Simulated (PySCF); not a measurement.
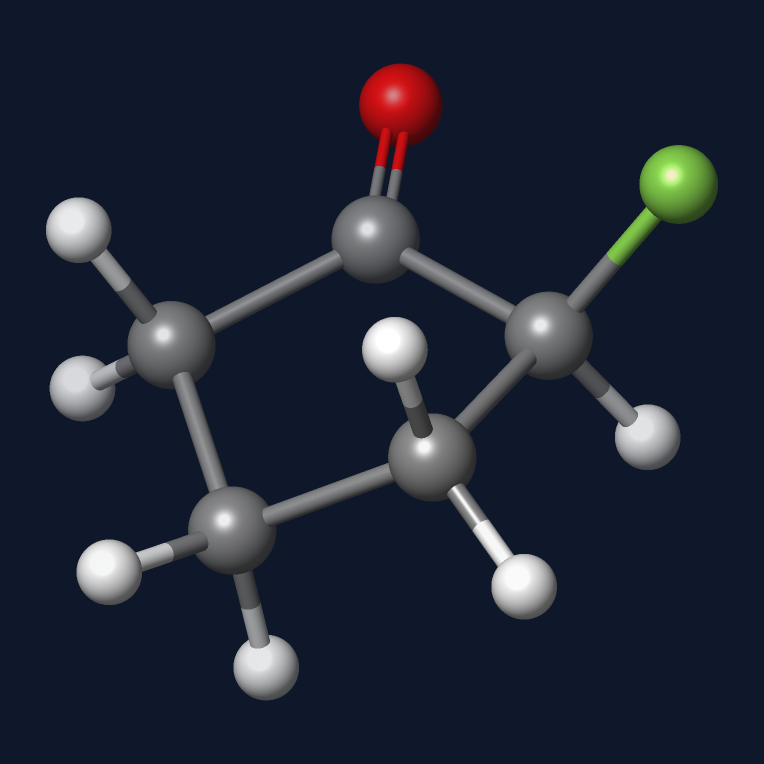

Multiple sticks mark multiple bonds (one Kekulé form). Colours: oxygen red, carbon grey, fluorine green, hydrogen white.

The geometry was computed by an optimisation with GFN2-xTB. No frequency run is at hand to confirm it as a minimum.

**What is the molecular formula?**

C5H7FO, 14 atoms: 5 carbon, 7 hydrogen, 1 fluorine and 1 oxygen.

**Count the bonded pairs by element.**

7 C–H, 5 C–C, 1 C–O, 1 C–F.

More results for the same structure follow; atom numbers are the same in all pictures, views and colours differ.

**Symmetry**

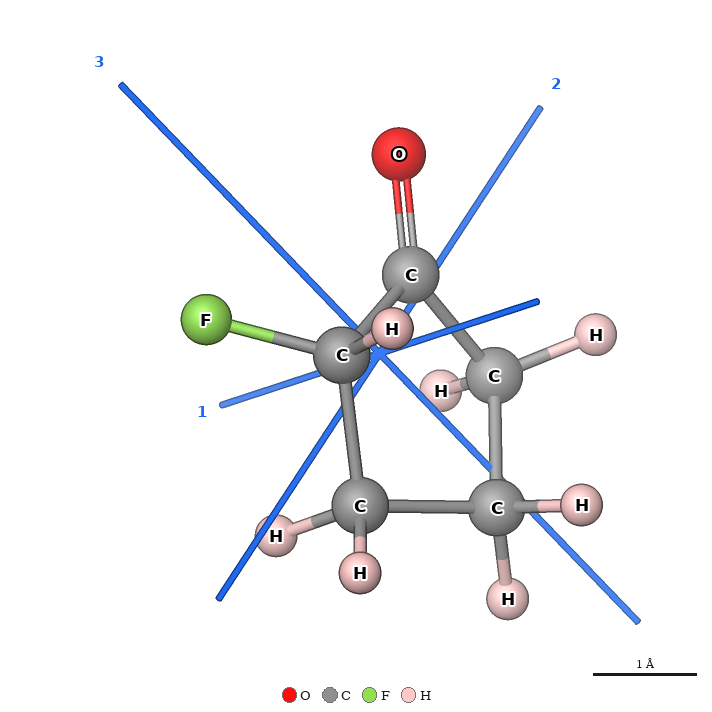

The three principal axes of inertia are drawn and numbered. Distant atoms are faded towards the background colour. No frequency run is at hand to confirm it as a minimum. Masses are those of the most abundant isotopes; constants are for the rigid equilibrium geometry.

**Which line is the a axis (least moment of inertia), which b and which c?**

a is line 3, b is line 2, c is line 1; the moments are 144, 169, 290 u Å².

**What kind of rotor is it, and what are its rotational constants in GHz?**

An asymmetric top (C1): A = 3.52, B = 2.99, C = 1.74 GHz. Ray's parameter κ is 0.40, nearer the oblate limit.

**Charges**

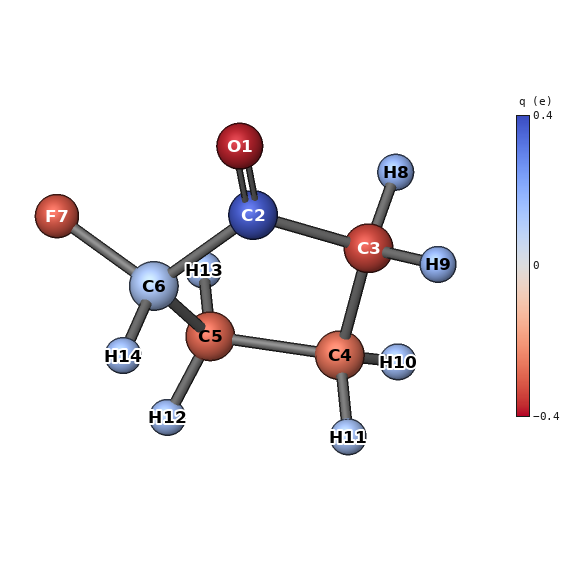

Atoms are coloured by their IAO charges. No frequency run is at hand to confirm it as a minimum. Method: PBE0/pcSseg-1, gas phase (PySCF 2.14.0).

**Which atom carries the highest charge (most positive or least negative)?**

C2 (0.37 e).

**And the lowest?**

O1 (−0.38 e).

Give the IAO charges atom by atom.

| atom | value (e) |
| --- | --- |
| O1 | −0.38 |
| C2 | 0.37 |
| C3 | −0.33 |
| C4 | −0.27 |
| C5 | −0.28 |
| C6 | 0.12 |
| F7 | −0.31 |
| H8 | 0.17 |
| H9 | 0.17 |
| H10 | 0.15 |
| H11 | 0.14 |
| H12 | 0.15 |
| H13 | 0.15 |
| H14 | 0.15 |

**Electronic properties**

No frequency run is at hand to confirm it as a minimum. Level of theory: PBE0/def2-SVPD, gas phase (PySCF 2.14.0). Excitations: vertical, linear response.

**Estimate the dipole moment.**

4.24 D.

**Estimate the mean static polarisability.**

59.1 bohr³.

**Estimate the HOMO–LUMO gap.**

6.19 eV.

**Estimate the lowest vertical singlet excitation.**

4.01 eV.

**NMR shielding**

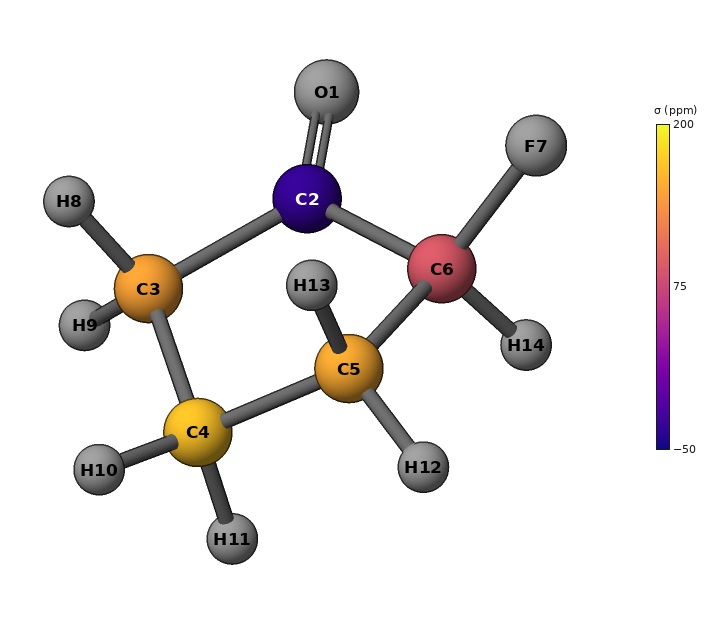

Atoms are coloured by their isotropic NMR shieldings (C only, the others grey). No frequency run is at hand to confirm it as a minimum. Method: GIAO PBE0/pcSseg-1 NMR shielding, non-relativistic, gas phase (PySCF 2.14.0).

List the isotropic NMR shieldings of the C atoms.

```
atom  σ (ppm)
  C2    −30.6
  C3    148.2
  C4    168.0
  C5    153.5
  C6     91.6
```
